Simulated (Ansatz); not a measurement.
# C2H4BS (charge +1): shift of H6 from C4 to S3, part 2 of 2

How high is the barrier for the shift of H6 from C4 to S3? Relax the two ends, then run a nudged elastic band between them. SMILES of the start: [CH+]=BSC.

Ansatz 0.2.0; RKS BLYP/cc-pVDZ.

## 5. The band again, with other settings

crystal.atoms is end A as relaxed above, and neb.final_atoms is end B, relaxed in a run not shown. With 9 inner images the band has 11 in all. The start path is listed, through a guess of the saddle.

input.yaml reads:

```yaml
crystal:
  periodic: [false, false, false]
  atoms:
    - { symbol: C, position_ang: [1.101336, 0.63185, -2.207625] }
    - { symbol: B, position_ang: [0.166064, 0.544294, -1.186667] }
    - { symbol: S, position_ang: [-1.122005, 0.558377, -0.044596] }
    - { symbol: C, position_ang: [-0.551453, -0.470256, 1.400925] }
    - { symbol: H, position_ang: [1.864606, 0.67554, -2.9874] }
    - { symbol: H, position_ang: [-1.299036, -1.285871, 1.492381] }
    - { symbol: H, position_ang: [0.471552, -0.850947, 1.248768] }
    - { symbol: H, position_ang: [-0.631055, 0.197012, 2.284204] }
total_charge: 1
basis:
  gaussian: { orbitals: cc-pVDZ }
hamiltonian:
  xc: blyp
neb:
  order_check: false
  images: 9
  f_tol: 0.05
  max_iterations: 31
  spring: 0.5
  final_atoms:
    - { symbol: C, position_ang: [0.94269115, 0.55694303, -2.34509359] }
    - { symbol: B, position_ang: [0.34320238, 0.26736678, -1.17792315] }
    - { symbol: S, position_ang: [-0.57753567, -0.11419111, 0.22507135] }
    - { symbol: C, position_ang: [-0.15062604, -0.36250274, 1.82612788] }
    - { symbol: H, position_ang: [1.44163755, 0.79393715, -3.2833182] }
    - { symbol: H, position_ang: [-1.95063419, -0.25818685, 0.13736485] }
    - { symbol: H, position_ang: [0.91360861, -0.28398025, 2.08935964] }
    - { symbol: H, position_ang: [-0.96233481, -0.59938701, 2.52840123] }
  initial_path:
    images:
      - { positions_ang: [[1.101336, 0.63185, -2.207625], [0.166064, 0.544294, -1.186667], [-1.122005, 0.558377, -0.044596], [-0.551453, -0.470256, 1.400925], [1.864606, 0.67554, -2.9874], [-1.299036, -1.285871, 1.492381], [0.471552, -0.850947, 1.248768], [-0.631055, 0.197012, 2.284204]] }
      - { positions_ang: [[1.08653949, 0.61977289, -2.19320539], [0.15665346, 0.52254753, -1.17692862], [-1.11621869, 0.50216223, -0.02432748], [-0.49070231, -0.47961336, 1.40765002], [1.84218256, 0.67193546, -2.97157223], [-1.39853179, -1.21019377, 1.39040925], [0.54386246, -0.77491499, 1.26977765], [-0.62377619, 0.14830301, 2.2981868]] }
      - { positions_ang: [[1.07174298, 0.60769579, -2.17878579], [0.14724291, 0.50080107, -1.16719024], [-1.11043239, 0.44594745, -0.00405895], [-0.42995162, -0.48897072, 1.41437503], [1.81975913, 0.66833092, -2.95574445], [-1.49802757, -1.13451655, 1.2884375], [0.61617292, -0.69888299, 1.29078731], [-0.61649737, 0.09959402, 2.31216959]] }
      - { positions_ang: [[1.05694647, 0.59561868, -2.16436618], [0.13783237, 0.4790546, -1.15745186], [-1.10464608, 0.38973268, 0.01620957], [-0.36920093, -0.49832807, 1.42110005], [1.79733569, 0.66472638, -2.93991668], [-1.59752336, -1.05883932, 1.18646575], [0.68848338, -0.62285098, 1.31179696], [-0.60921856, 0.05088503, 2.32615239]] }
      - { positions_ang: [[1.04214997, 0.58354157, -2.14994657], [0.12842183, 0.45730814, -1.14771348], [-1.09885977, 0.33351791, 0.0364781], [-0.30845024, -0.50768543, 1.42782506], [1.77491226, 0.66112184, -2.92408891], [-1.69701914, -0.98316209, 1.084494], [0.76079385, -0.54681898, 1.33280662], [-0.60193974, 0.00217604, 2.34013519]] }
      - { positions_ang: [[1.02735346, 0.57146446, -2.13552697], [0.11901129, 0.43556167, -1.1379751], [-1.09307347, 0.27730314, 0.05674662], [-0.24769955, -0.51704279, 1.43455008], [1.75248882, 0.6575173, -2.90826114], [-1.79651493, -0.90748486, 0.98252225], [0.83310431, -0.47078697, 1.35381627], [-0.59466093, -0.04653295, 2.35411799]] }
      - { positions_ang: [[1.010421, 0.56856018, -2.17744029], [0.16384951, 0.40192269, -1.14596471], [-0.98996591, 0.19900429, 0.09041157], [-0.22828485, -0.48613478, 1.51286564], [1.69031857, 0.68480127, -2.98327255], [-1.82733878, -0.77762526, 0.81349077], [0.84920517, -0.43342563, 1.50092494], [-0.66819571, -0.15710376, 2.38897463]] }
      - { positions_ang: [[0.99348854, 0.56565589, -2.21935362], [0.20868772, 0.36828372, -1.15395432], [-0.88685835, 0.12070544, 0.12407651], [-0.20887014, -0.45522677, 1.5911812], [1.62814831, 0.71208524, -3.05828396], [-1.85816263, -0.64776566, 0.64445929], [0.86530603, -0.39606429, 1.64803362], [-0.74173048, -0.26767457, 2.42383128]] }
      - { positions_ang: [[0.97655608, 0.5627516, -2.26126694], [0.25352594, 0.33464474, -1.16194393], [-0.78375079, 0.04240659, 0.15774146], [-0.18945544, -0.42431876, 1.66949676], [1.56597806, 0.73936921, -3.13329537], [-1.88898648, -0.51790605, 0.47542781], [0.88140689, -0.35870294, 1.79514229], [-0.81526526, -0.37824538, 2.45868793]] }
      - { positions_ang: [[0.95962361, 0.55984731, -2.30318027], [0.29836416, 0.30100576, -1.16993354], [-0.68064323, -0.03589226, 0.1914064], [-0.17004074, -0.39341075, 1.74781232], [1.5038078, 0.76665318, -3.20830679], [-1.91981034, -0.38804645, 0.30639633], [0.89750775, -0.3213416, 1.94225096], [-0.88880003, -0.4888162, 2.49354458]] }
      - { positions_ang: [[0.94269115, 0.55694303, -2.34509359], [0.34320238, 0.26736678, -1.17792315], [-0.57753567, -0.11419111, 0.22507135], [-0.15062604, -0.36250274, 1.82612788], [1.44163755, 0.79393715, -3.2833182], [-1.95063419, -0.25818685, 0.13736485], [0.91360861, -0.28398025, 2.08935964], [-0.96233481, -0.59938701, 2.52840123]] }
```

Run with:

```
$ ansatz run input.yaml --threads 1 --pin off --max-ram 2048MiB --backend cpu --events-out ev --progress --plain --runs-dir out
```

What it wrote, shortened:

```text
Warning: RAYON_NUM_THREADS=1 ignored (pool sized by the plan → 1); use --threads N
[...]
Functional definition: BLYP
[...]
997 factors; their error is unknown
[...]
mean field -13638.36902412 eV, -501.2008172179 hartree, gradient 1.9e-5 eV, S^2 0.000000; 1 other end points of the search recorded, 0 dependent functions left out
[...]
reference -13638.36935455 eV, -501.2008293611 hartree; 18, 18 occupied and 62, 62 virtual orbitals, 997 factors
997 factors; their error is unknown
[...]
mean field -13636.32658305 eV, -501.1257588930 hartree, gradient 2.0e-5 eV, S^2 0.000000; 2 other end points of the search recorded, 0 dependent functions left out
[...]
reference -13636.32690837 eV, -501.1257708484 hartree; 18, 18 occupied and 62, 62 virtual orbitals, 997 factors
NEB end point (image 0): max|allowed force component| = 1.161e-2 eV/Å (the criterion of neb.relax_end_points is 1.000e-2)
[...]
Total energy: -13635.64379031 eV, -501.1006667227 hartree
Atom 0 at     0.920553     0.551009    -2.330742 Å, force     0.001000     0.003029    -0.000574 eV/Å
Atom 1 at     0.283507     0.341117    -1.157303 Å, force     0.001961    -0.004068     0.000231 eV/Å
Atom 2 at    -0.820400     0.449698     0.197668 Å, force    -0.004377     0.002064     0.000709 eV/Å
Atom 3 at    -0.246899    -0.291064     1.727209 Å, force     0.004671     0.002296     0.000302 eV/Å
Atom 4 at     1.472678     0.701166    -3.256867 Å, force    -0.000286    -0.000378    -0.000179 eV/Å
Atom 5 at    -1.415254    -0.850303     0.429419 Å, force    -0.001828    -0.001446    -0.000267 eV/Å
Atom 6 at     0.776403    -0.687698     1.835214 Å, force    -0.000122    -0.001586     0.000407 eV/Å
Atom 7 at    -0.970580    -0.213926     2.555393 Å, force    -0.001019     0.000088    -0.000631 eV/Å
Dipole moment:    -0.092617    -0.279952     0.421742 e Å
this run last wrote the band of iteration 15 to <dir>; this run last wrote the band within `neb.f_tol` of iteration 12 to <dir>
```

Run time: 12 min. Hardware: 1 thread of an x86-64 CPU, shared host; peak memory 0.27 GiB.

## 6. The band, image by image

Images 0 and 10 are the ends. Energies count from image 0; the path length is the program's own measure over all atoms.

| image | path (Å) | energy (eV) | H6–C4 (Å) | H6–S3 (Å) | band force (eV/Å) |
| --- | --- | --- | --- | --- | --- |
| 0 | 0.000 | 0.0000 | 1.11 | 2.41 | - |
| 1 | 0.387 | 0.0022 | 1.11 | 2.41 | 0.002 |
| 2 | 0.775 | 0.0074 | 1.11 | 2.42 | 0.013 |
| 3 | 1.163 | 0.0361 | 1.11 | 2.37 | 0.015 |
| 4 | 1.552 | 0.5467 | 1.15 | 2.02 | 0.013 |
| 5 | 1.941 | 2.0175 | 1.43 | 1.68 | 0.012 |
| 6* | 2.331 | 2.7256 | 1.83 | 1.45 | 0.004 |
| 7 | 2.674 | 2.5167 | 2.13 | 1.39 | 0.004 |
| 8 | 3.016 | 2.2466 | 2.35 | 1.38 | 0.004 |
| 9 | 3.358 | 2.0883 | 2.45 | 1.38 | 0.002 |
| 10 | 3.700 | 2.0424 | 2.47 | 1.38 | - |

The star marks the climbing image.

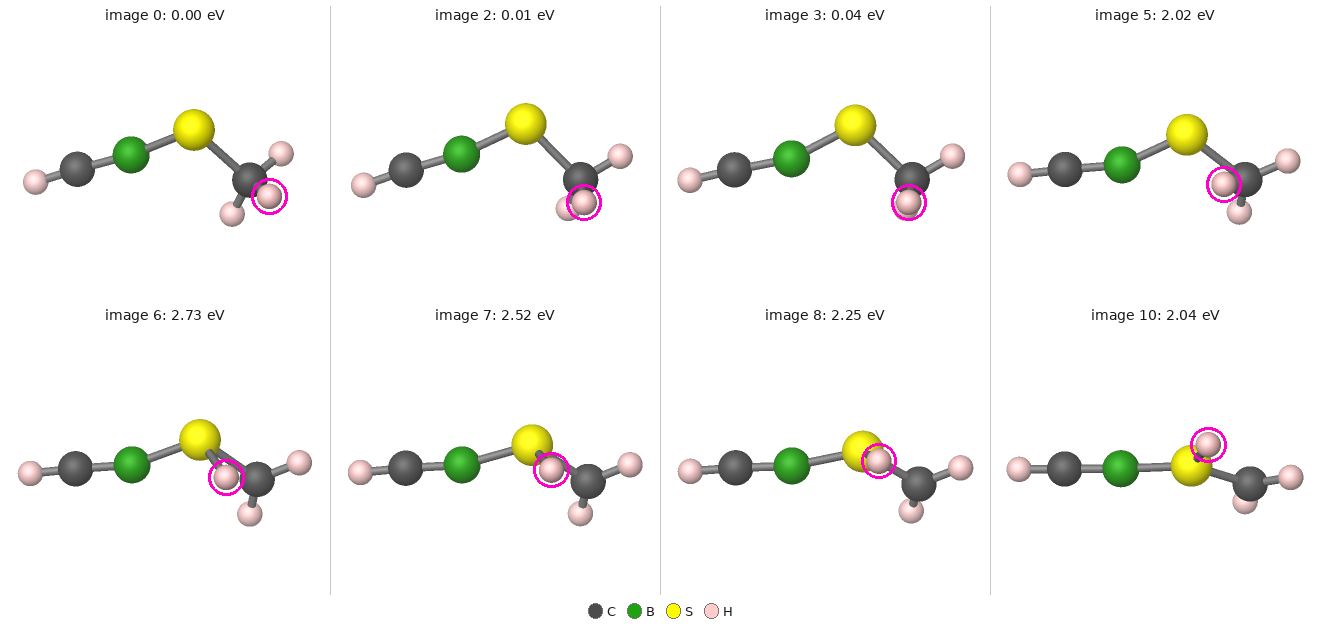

Snapshots along the band, viewed from a free direction. Ringed: H6. Sticks join atoms closer than a bonding distance in each image.

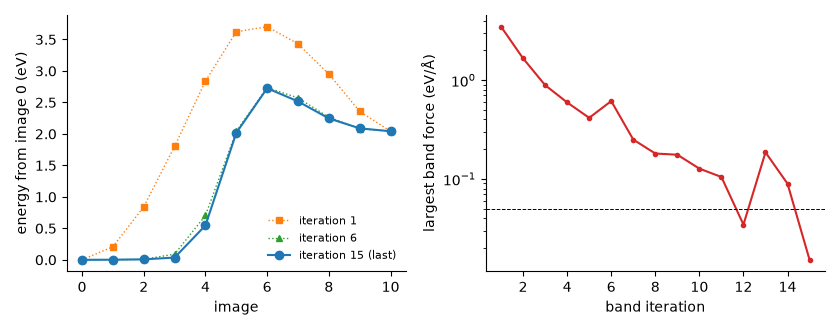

Left: energy of each image for early iterations and the last one (lines only join the points; early values far above the last band run off the scale). Right: the largest band force by iteration, with the threshold dashed.

## 7. The band again, with other settings

crystal.atoms is end A as relaxed above, and neb.final_atoms is end B, relaxed in a run not shown. With 9 inner images the band has 11 in all.

input.yaml reads:

```yaml
crystal:
  periodic: [false, false, false]
  atoms:
    - { symbol: C, position_ang: [1.101336, 0.63185, -2.207625] }
    - { symbol: B, position_ang: [0.166064, 0.544294, -1.186667] }
    - { symbol: S, position_ang: [-1.122005, 0.558377, -0.044596] }
    - { symbol: C, position_ang: [-0.551453, -0.470256, 1.400925] }
    - { symbol: H, position_ang: [1.864606, 0.67554, -2.9874] }
    - { symbol: H, position_ang: [-1.299036, -1.285871, 1.492381] }
    - { symbol: H, position_ang: [0.471552, -0.850947, 1.248768] }
    - { symbol: H, position_ang: [-0.631055, 0.197012, 2.284204] }
total_charge: 1
basis:
  gaussian: { orbitals: cc-pVDZ }
hamiltonian:
  xc: blyp
neb:
  order_check: false
  images: 9
  f_tol: 0.05
  max_iterations: 35
  initial_path: linear
  final_atoms:
    - { symbol: C, position_ang: [0.94269115, 0.55694303, -2.34509359] }
    - { symbol: B, position_ang: [0.34320238, 0.26736678, -1.17792315] }
    - { symbol: S, position_ang: [-0.57753567, -0.11419111, 0.22507135] }
    - { symbol: C, position_ang: [-0.15062604, -0.36250274, 1.82612788] }
    - { symbol: H, position_ang: [1.44163755, 0.79393715, -3.2833182] }
    - { symbol: H, position_ang: [-1.95063419, -0.25818685, 0.13736485] }
    - { symbol: H, position_ang: [0.91360861, -0.28398025, 2.08935964] }
    - { symbol: H, position_ang: [-0.96233481, -0.59938701, 2.52840123] }
```

Run with:

```
$ ansatz run input.yaml --threads 1 --pin off --max-ram 2048MiB --backend cpu --events-out ev --progress --plain --runs-dir out
```

What it wrote, shortened:

```text
Warning: RAYON_NUM_THREADS=1 ignored (pool sized by the plan → 1); use --threads N
[...]
[... 1 set-up line as earlier in the session ...]
[...]
997 factors; their error is unknown
[...]
mean field -13638.36902412 eV, -501.2008172179 hartree, gradient 1.9e-5 eV, S^2 0.000000; 1 other end points of the search recorded, 0 dependent functions left out
[...]
reference -13638.36935455 eV, -501.2008293611 hartree; 18, 18 occupied and 62, 62 virtual orbitals, 997 factors
997 factors; their error is unknown
[...]
mean field -13636.32658305 eV, -501.1257588930 hartree, gradient 2.0e-5 eV, S^2 0.000000; 2 other end points of the search recorded, 0 dependent functions left out
[...]
reference -13636.32690837 eV, -501.1257708484 hartree; 18, 18 occupied and 62, 62 virtual orbitals, 997 factors
NEB end point (image 0): max|allowed force component| = 1.161e-2 eV/Å (the criterion of neb.relax_end_points is 1.000e-2)
[...]
Total energy: -13635.64374579 eV, -501.1006650865 hartree
Atom 0 at     0.567647     0.083679    -2.500312 Å, force    -0.001807    -0.003638    -0.000373 eV/Å
Atom 1 at     0.101695     0.083014    -1.231513 Å, force    -0.003546     0.005032    -0.003650 eV/Å
Atom 2 at    -0.840420     0.403365     0.209473 Å, force     0.010644    -0.006586    -0.001524 eV/Å
Atom 3 at    -0.004778     0.089664     1.765262 Å, force    -0.003777     0.022326     0.004608 eV/Å
Atom 4 at     0.985320     0.072956    -3.505540 Å, force     0.001483     0.000951    -0.000434 eV/Å
Atom 5 at    -1.246401    -0.854596     0.801554 Å, force    -0.002942    -0.003175    -0.000688 eV/Å
Atom 6 at     1.064418    -0.176558     1.810262 Å, force    -0.000101    -0.007070    -0.001766 eV/Å
Atom 7 at    -0.627471     0.298475     2.650804 Å, force     0.000045    -0.007840     0.003826 eV/Å
Dipole moment:    -0.008302    -0.180255     0.480429 e Å
this run last wrote the band of iteration 14 to <dir>; this run last wrote the band within `neb.f_tol` of iteration 11 to <dir>
```

It took 9.4 min on 1 thread of an x86-64 CPU, shared host; peak memory 0.27 GiB.

## 8. What the band shows

Images 0 and 10 are the ends. Energies count from image 0; the path length is the program's own measure over all atoms.

| image | path (Å) | energy (eV) | H6–C4 (Å) | H6–S3 (Å) | band force (eV/Å) |
| --- | --- | --- | --- | --- | --- |
| 0 | 0.000 | 0.0000 | 1.11 | 2.41 | - |
| 1 | 0.389 | 0.0022 | 1.11 | 2.41 | 0.001 |
| 2 | 0.778 | 0.0073 | 1.11 | 2.42 | 0.006 |
| 3 | 1.166 | 0.0375 | 1.11 | 2.37 | 0.006 |
| 4 | 1.555 | 0.5511 | 1.15 | 2.02 | 0.015 |
| 5 | 1.944 | 2.0215 | 1.43 | 1.68 | 0.017 |
| 6* | 2.333 | 2.7256 | 1.83 | 1.45 | 0.021 |
| 7 | 2.677 | 2.5151 | 2.14 | 1.39 | 0.009 |
| 8 | 3.020 | 2.2451 | 2.35 | 1.38 | 0.010 |
| 9 | 3.363 | 2.0875 | 2.45 | 1.38 | 0.019 |
| 10 | 3.706 | 2.0424 | 2.47 | 1.38 | - |

The star marks the climbing image.

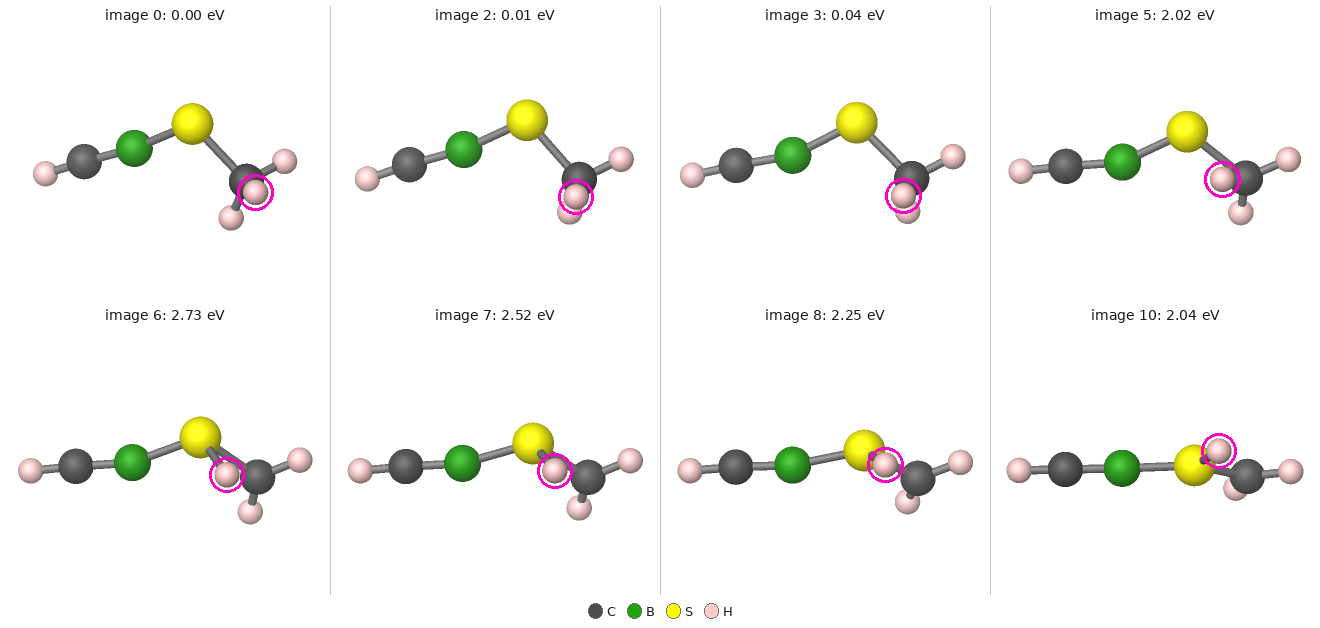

The images of the last band, seen from a free direction. Ringed: H6. Sticks join atoms closer than a bonding distance in each image.

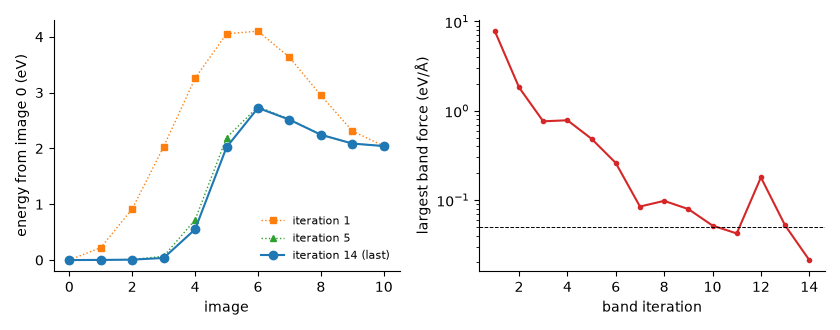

Left: energy of each image for early iterations and the last one (lines only join the points; early values far above the last band run off the scale). Right: the largest band force by iteration, with the threshold dashed.

## 9. What came out

What follows sums up all 2 parts.

| quantity | value |
| --- | --- |
| end A | 10 moves, 0.102 eV lower |
| first band: barrier forwards | 2.73 eV |
| first band: barrier backwards | 0.68 eV |
| first band: second end relative to first | +2.042 eV |
| first band: highest image | 6 of 0 to 10, climbing |
| first band: band iterations | 12 |
| second band | top 2.726 eV above image 0, 15 iterations, 9 inner images |
| time, first and second band | 9.8 min and 12 min |
| third band | top 2.726 eV above image 0, 14 iterations, 9 inner images |
| time, first and third band | 9.8 min and 9.4 min |

In words: In the first band: along this path the system climbs 2.73 eV from the first end (105 kT at 300 K); with a typical attempt rate of 10^13 per second that is roughly 10^-33 events a second. Going back costs 0.68 eV, since the second end is 2.04 eV above the first. The input switches the test of curvatures off, so the top was not shown to be a first-order saddle. By distance, end A alone has C4–H6 and end B alone has S3–H6. The second band's top agrees with the first's to 1 meV, so the changed settings hardly move the height. The third band's top agrees with the first's to 1 meV, so the changed settings hardly move the height. Zero-point energy and entropy are left out. Tunnelling, which matters where hydrogen moves, is missing too. Semilocal functionals tend to give barriers that are too low.
